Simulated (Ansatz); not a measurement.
**A workflow on C2H4Br2 (1,2-dibromoethane)**

Aim: a structure relaxation (singlet C2H4Br2, HF/6-31G**), then a geometry optimisation (singlet C2H4Br2, HF/6-31G**), then a saddle-point search (singlet C2H4Br2, HF/6-31G**), then vibrational wavenumbers (singlet C2H4Br2, HF/6-31G**), then the energy (singlet C2H4Br2, CCSD(T)/pcseg-1) of C2H4Br2. 

The results are computed with Ansatz 0.2.0.

## Step 1: The system as given

The species is C2H4Br2 (8 atoms), meant as a singlet with charge 0. SMILES: `BrCCBr`. The coordinates come from a PBE0-D4/def2-TZVP relaxation. This is a higher conformer, about 8 kJ/mol above the lowest found by a separate search. The run starts from this shape.

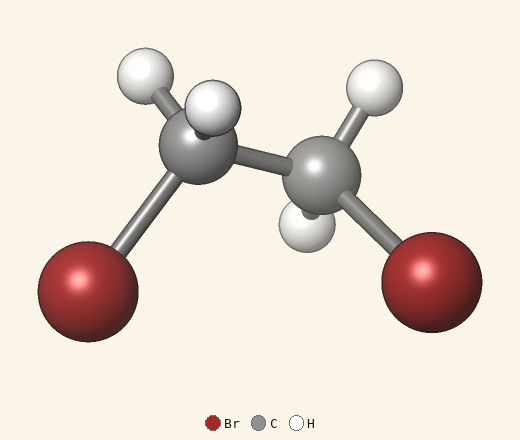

The structure, seen from a chosen angle (bromine red, carbon grey, hydrogen white).

## Step 2: A geometry optimisation at HF/6-31G(d,p) (Cartesian functions) (run 1)

Contents of run.yaml:

```yaml
crystal:
  periodic: [false, false, false]
  atoms:
    - {symbol: Br, position_ang: [-2.136900, 0.202700, -0.670800]}
    - {symbol: C, position_ang: [-0.454500, 0.602500, 0.204400]}
    - {symbol: C, position_ang: [0.638500, -0.358800, -0.161400]}
    - {symbol: Br, position_ang: [0.347400, -2.139200, 0.546800]}
    - {symbol: H, position_ang: [-0.182100, 1.607400, -0.119900]}
    - {symbol: H, position_ang: [-0.654000, 0.606100, 1.273700]}
    - {symbol: H, position_ang: [0.743700, -0.466600, -1.238600]}
    - {symbol: H, position_ang: [1.582700, -0.019600, 0.265800]}
basis:
  gaussian:
    orbitals: 6-31G_st__st_.json
hamiltonian:
  xc: hf
relax: {}
```

The basis set 6-31G** is read from a file made from the Basis Set Exchange's data (not shown).

On the command line:

```bash
$ ansatz run run.yaml --threads 1 --pin off --max-ram 2610MiB --events-out events.jsonl --progress --plain --runs-dir runs
```

Standard output:

```text
Warning: RAYON_NUM_THREADS=1 ignored (pool sized by the plan → 1); use --threads N
The last accepted step is kept in runs//last_step.txt (removed where the run ends without a failure and the disk answers)
[... 43 lines left out ...]
Total energy: -142105.51627612 eV, -5222.2814005688 hartree
[... 8 lines left out ...]
Dipole moment:     0.425722     0.470328     0.036021 e Å
```

Run time: 30 s. Hardware: 1 thread of Arm Neoverse V1, shared host; peak memory 0.31 GiB.

Step by step:

```
step  energy from the first frame kept (eV)  largest force (eV/Å)
   1                                 0.0000                0.7274
   2                                -0.0151                0.2599
   3                                -0.0168                0.0287
   4                                -0.0170                0.0117
   5                                -0.0171                0.0113
```

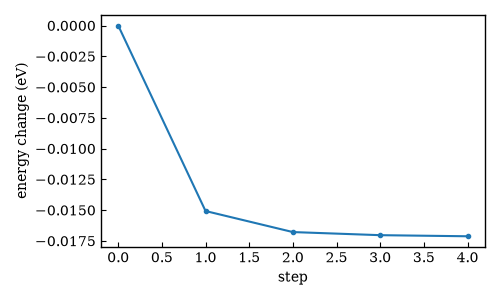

Energy along the run.

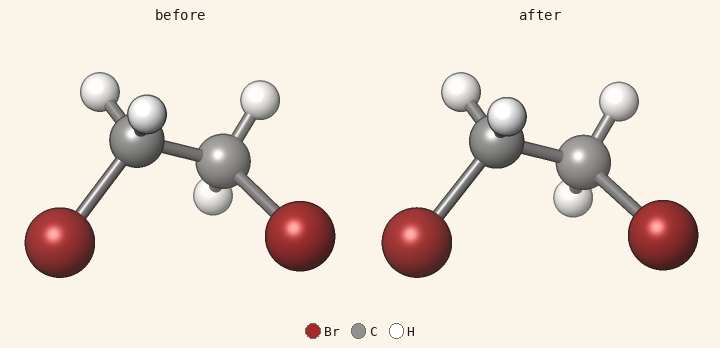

Before and after, at one scale.

After the run. Bond lengths: Br1–C2 1.950 Å, C2–C3 1.513 Å, C3–Br4 1.950 Å, C2–H5 1.080 Å, C2–H6 1.077 Å, C3–H7 1.077 Å, C3–H8 1.080 Å. Some angles: Br1–C2–C3 113.4°, C2–C3–Br4 113.4°, Br1–C2–H5 105.5°, Br1–C2–H6 106.6°, C3–C2–H5 109.2°, C3–C2–H6 112.1°, C2–C3–H7 112.1°, C2–C3–H8 109.2°, Br4–C3–H7 106.6°, Br4–C3–H8 105.5°.

## Step 3: Rotamer: a structure relaxation at HF/6-31G(d,p) (Cartesian functions) (run 2)

Contents of input.yaml:

```yaml
crystal:
  periodic: [false, false, false]
  atoms:
    - {symbol: Br, position_ang: [-0.840031, 0.621478, 2.103687]}
    - {symbol: C, position_ang: [-0.454500, 0.602500, 0.204400]}
    - {symbol: C, position_ang: [0.638500, -0.358800, -0.161400]}
    - {symbol: Br, position_ang: [0.347400, -2.139200, 0.546800]}
    - {symbol: H, position_ang: [-1.382751, 0.304867, -0.284435]}
    - {symbol: H, position_ang: [-0.208299, 1.625173, -0.072621]}
    - {symbol: H, position_ang: [0.743700, -0.466600, -1.238600]}
    - {symbol: H, position_ang: [1.582700, -0.019600, 0.265800]}
basis:
  gaussian: {orbitals: 6-31G_st__st_.json}
relax: {}
hamiltonian: {xc: hf}
```

The basis set 6-31G** is read from a file made from the Basis Set Exchange's data (not shown).

On the command line:

```bash
$ ansatz run input.yaml --threads 1 --pin off --max-ram 2610MiB --events-out events.jsonl --progress --plain --runs-dir runs
```

Standard output:

```text
Warning: RAYON_NUM_THREADS=1 ignored (pool sized by the plan → 1); use --threads N
The last accepted step is kept in runs//last_step.txt (removed where the run ends without a failure and the disk answers)
[... 49 lines left out ...]
Total energy: -142105.51624669 eV, -5222.2813994874 hartree
[... 8 lines left out ...]
Dipole moment:     0.133688     0.348047    -0.515213 e Å
```

Run time: 36 s. Hardware: 1 thread of Arm Neoverse V1, shared host; peak memory 0.31 GiB.

Steps, from the record of the run:

```
step  energy from the first frame kept (eV)  largest force (eV/Å)
   1                                 0.0000                1.2040
   2                                -0.0928                0.2696
   3                                -0.1144                0.1341
   4                                -0.1205                0.0538
   5                                -0.1215                0.0725
   6                                -0.1221                0.0087
```

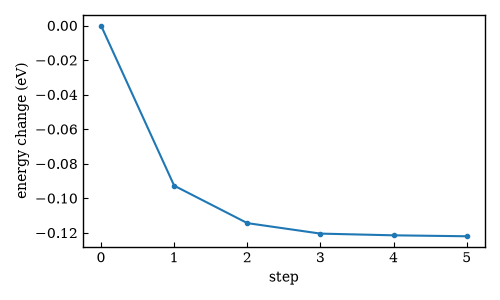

Energy along the run.

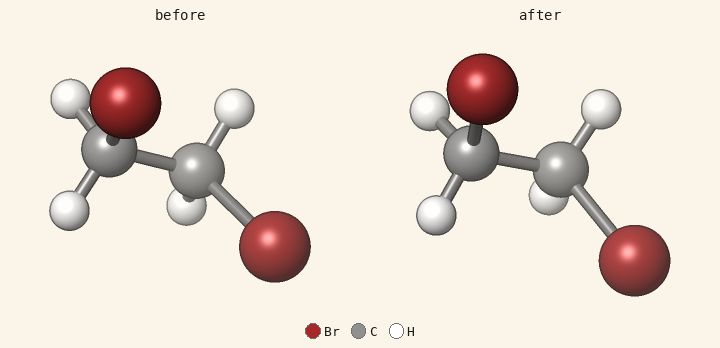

Before and after, at one scale.

After the run. Bond lengths: Br1–C2 1.950 Å, C2–C3 1.513 Å, C3–Br4 1.950 Å, C2–H5 1.077 Å, C2–H6 1.080 Å, C3–H7 1.080 Å, C3–H8 1.077 Å. Some angles: Br1–C2–C3 113.4°, C2–C3–Br4 113.4°, Br1–C2–H5 106.6°, Br1–C2–H6 105.5°, C3–C2–H5 112.1°, C3–C2–H6 109.3°, C2–C3–H7 109.3°, C2–C3–H8 112.1°, Br4–C3–H7 105.5°, Br4–C3–H8 106.6°.

## Step 4: Saddle: a transition-state search at HF/6-31G(d,p) (Cartesian functions) (run 3)

Contents of molecule.yaml:

```yaml
crystal:
  periodic: [false, false, false]
  atoms:
    - {symbol: Br, position_ang: [-2.149026, 0.247084, -0.698598]}
    - {symbol: C, position_ang: [-0.460067, 0.603995, 0.209133]}
    - {symbol: C, position_ang: [0.640893, -0.363782, -0.166397]}
    - {symbol: Br, position_ang: [0.390552, -2.149354, 0.577247]}
    - {symbol: H, position_ang: [-0.174541, 1.600874, -0.092513]}
    - {symbol: H, position_ang: [-0.669136, 0.589911, 1.265838]}
    - {symbol: H, position_ang: [0.728566, -0.483817, -1.233373]}
    - {symbol: H, position_ang: [1.577557, -0.010412, 0.238663]}
basis:
  gaussian:
    orbitals: 6-31G_st__st_.json
total_charge: 0
hamiltonian:
  xc: hf
saddle:
  max_steps: 80
  final_atoms:
    - {symbol: Br, position_ang: [-0.741929, 0.850025, 2.119038]}
    - {symbol: C, position_ang: [-0.490737, 0.568920, 0.205514]}
    - {symbol: C, position_ang: [0.663410, -0.354662, -0.118928]}
    - {symbol: Br, position_ang: [0.305337, -2.221933, 0.315553]}
    - {symbol: H, position_ang: [-1.427177, 0.198024, -0.177033]}
    - {symbol: H, position_ang: [-0.291384, 1.547152, -0.206716]}
    - {symbol: H, position_ang: [0.847154, -0.335519, -1.183111]}
    - {symbol: H, position_ang: [1.562045, -0.082189, 0.409313]}
```

The basis set 6-31G** is read from a file made from the Basis Set Exchange's data (not shown).

On the command line:

```bash
$ ansatz run molecule.yaml --threads 1 --pin off --max-ram 2610MiB --events-out events.jsonl --progress --plain --runs-dir runs
```

Standard output:

```text
Warning: RAYON_NUM_THREADS=1 ignored (pool sized by the plan → 1); use --threads N
[... 363 lines left out ...]
Total energy: -142105.15625943 eV, -5222.2681701997 hartree
[... 8 lines left out ...]
Dipole moment:     0.471249     0.520625     0.039874 e Å
```

It took 4.6 min on 1 thread of Arm Neoverse V1, shared host; peak memory 0.31 GiB.

Step by step:

```
step  energy from the first frame kept (eV)  largest force (eV/Å)
   1                                 0.0000                1.4481
   2                                -0.0533                0.6736
   3                                -0.0991                0.3885
   4                                -0.1022                0.1247
   5                                -0.1029                0.0128
```

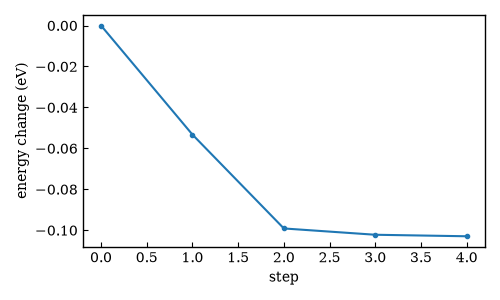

Energy along the run.

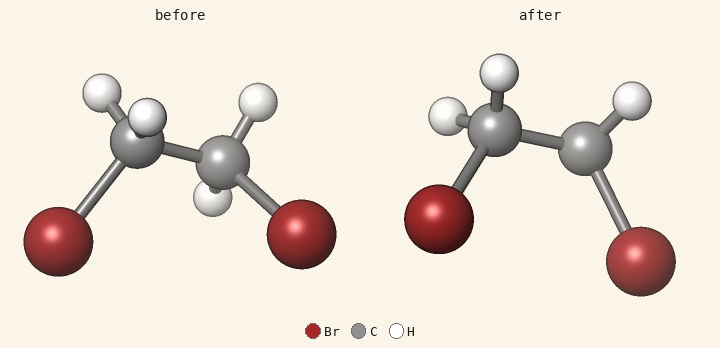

Before and after, at one scale.

After the run. Bond lengths: Br1–C2 1.947 Å, C2–C3 1.542 Å, C3–Br4 1.947 Å, C2–H5 1.077 Å, C2–H6 1.077 Å, C3–H7 1.077 Å, C3–H8 1.077 Å. Some angles: Br1–C2–C3 119.1°, C2–C3–Br4 119.1°, Br1–C2–H5 104.6°, Br1–C2–H6 104.6°, C3–C2–H5 109.6°, C3–C2–H6 109.6°, C2–C3–H7 109.6°, C2–C3–H8 109.6°, Br4–C3–H7 104.6°, Br4–C3–H8 104.6°.

## Step 5: Saddle: the harmonic vibrations at HF/6-31G(d,p) (Cartesian functions) (run 4)

Contents of in.yaml:

```yaml
crystal:
  periodic: [false, false, false]
  atoms:
    - {symbol: Br, position_ang: [-2.305644, -0.008671, 0.235749]}
    - {symbol: C, position_ang: [-0.468445, 0.632257, 0.162283]}
    - {symbol: C, position_ang: [0.666218, -0.373320, -0.118112]}
    - {symbol: Br, position_ang: [0.223868, -2.250785, -0.384456]}
    - {symbol: H, position_ang: [-0.475663, 1.391082, -0.602262]}
    - {symbol: H, position_ang: [-0.306110, 1.102956, 1.117448]}
    - {symbol: H, position_ang: [1.189051, -0.087061, -1.015303]}
    - {symbol: H, position_ang: [1.361524, -0.371961, 0.704654]}
basis:
  gaussian:
    orbitals: 6-31G_st__st_.json
hamiltonian:
  xc: hf
phonons: {}
```

The basis set 6-31G** is read from a file made from the Basis Set Exchange's data (not shown).

On the command line:

```bash
$ ansatz run in.yaml --threads 1 --pin off --max-ram 2610MiB --events-out events.jsonl --progress --plain --runs-dir runs
```

Standard output:

```text
Warning: RAYON_NUM_THREADS=1 ignored (pool sized by the plan → 1); use --threads N
[... 137 lines left out ...]
WARN: phonons: modes at or below zero, which the zero-point energy, F, S and C_V leave out: 1, the lowest at -205.45 cm⁻¹. A minimum has none, and a first-order saddle one
Total energy: -142105.15628360 eV, -5222.2681710880 hartree
[... 8 lines left out ...]
Dipole moment:     0.471251     0.520628     0.039874 e Å
Vibrations: -205.45 125.24 386.87 579.36 757.13 800.65 1021.23 1082.82 1293.30 1373.96 1401.78 1423.90 1604.10 1632.25 3274.92 3289.42 3335.00 3360.96 cm⁻¹, zero-point energy 1.657848 eV
```

It took 1.7 min on 1 thread of Arm Neoverse V1, shared host; peak memory 0.3 GiB.

## Step 6: Saddle: a single-point energy at CCSD(T)/pcseg-1 (run 5)

Contents of job.yaml:

```yaml
crystal:
  periodic: [false, false, false]
  atoms:
    - {symbol: Br, position_ang: [-2.305644, -0.008671, 0.235749]}
    - {symbol: C, position_ang: [-0.468445, 0.632257, 0.162283]}
    - {symbol: C, position_ang: [0.666218, -0.373320, -0.118112]}
    - {symbol: Br, position_ang: [0.223868, -2.250785, -0.384456]}
    - {symbol: H, position_ang: [-0.475663, 1.391082, -0.602262]}
    - {symbol: H, position_ang: [-0.306110, 1.102956, 1.117448]}
    - {symbol: H, position_ang: [1.189051, -0.087061, -1.015303]}
    - {symbol: H, position_ang: [1.361524, -0.371961, 0.704654]}
basis:
  gaussian: {orbitals: pcseg-1.json}
correlation: {method: ccsd_t}
scf: {omitted_lower_state_checks: [cluster_reference]}
```

The basis set pcseg-1 is read from a file made from the Basis Set Exchange's data (not shown).

On the command line:

```bash
$ ansatz run job.yaml --threads 1 --pin off --max-ram 2610MiB --events-out events.jsonl --progress --plain --runs-dir runs
```

Standard output, cut to the lines that bear on the results:

```text
Warning: RAYON_NUM_THREADS=1 ignored (pool sized by the plan → 1); use --threads N
Functional definition: HF
  name "HF"
[...]
1027 factors; integrals over basis functions are off by at most 8.6e-4 eV
[...]
mean field -142103.07444358 eV, -5222.1916648782 hartree, gradient 2.2e-6 eV, S^2 0.000000; 0 other end points of the search recorded, 0 dependent functions left out
20 core orbitals not correlated: weight in the atoms' cores, before any rotation towards them, 1.000 or more for the frozen orbitals, at most 0.000 for the correlated occupied ones
reference -142103.07444358 eV, -5222.1916648782 hartree; 23, 23 occupied and 59, 59 virtual orbitals, 1027 factors
second order -14.41537580 eV of doubles, -0.00000000 eV of singles
cycle   1  -15.04258746 eV  change   -6.3e-1 eV  update   8.2e-2
[...]
cycle   8  -15.46630036 eV  change   -1.2e-5 eV  update   2.4e-5
perturbative correction -0.42980180 eV, -0.0157949247 hartree
Total energy: -142118.97054574 eV, -5222.7758358577 hartree
Checks for a lower state left out: cluster_reference
```

Run time: 10 s. Hardware: 1 thread of Arm Neoverse V1, shared host; peak memory 0.34 GiB.

## Step 7: Outcome

| quantity | value |
| --- | --- |
| run 1, HF/6-31G**: total energy at the end | -5222.28140 Eh |
| run 1, HF/6-31G**: dipole moment | 3.05 D |
| rotamer: total energy at the end | -5222.28140 Eh |
| rotamer: dipole moment | 3.05 D |
| saddle, run 3: total energy at the end | -5222.26817 Eh |
| saddle, run 3: dipole moment | 3.38 D |
| saddle, run 4: total energy | -5222.26817 Eh |
| saddle, run 4: dipole moment | 3.38 D |
| saddle, run 4: largest force on an atom | 0.013 eV/Å |
| saddle, run 4: lowest harmonic wavenumber | 205i cm⁻¹ (imaginary) |
| saddle, run 4: highest harmonic wavenumber | 3361 cm⁻¹ |
| saddle, run 5: total energy | -5222.77584 Eh |
| saddle, run 5: correlation energy (20 core orbitals frozen) | -584.2 mEh |
| saddle, run 5: (T) correction | -15.79 mEh |
| saddle, run 5: T1 diagnostic | 0.007 |

**Reading.** The optimisation (run 1, HF/6-31G**) took 4 steps and changed the energy by -0.017 eV. Mulliken charges (run 1, HF/6-31G**) run from -0.28 on C2 to +0.19 on H6; they depend strongly on the basis. The optimisation (rotamer) took 5 steps and changed the energy by -0.122 eV. Mulliken charges (rotamer) run from -0.28 on C2 to +0.19 on H8; they depend strongly on the basis. Mulliken charges (saddle, run 3) run from -0.30 on C3 to +0.18 on H6. 1 mode is imaginary (lowest 205i cm⁻¹): a first-order saddle point.
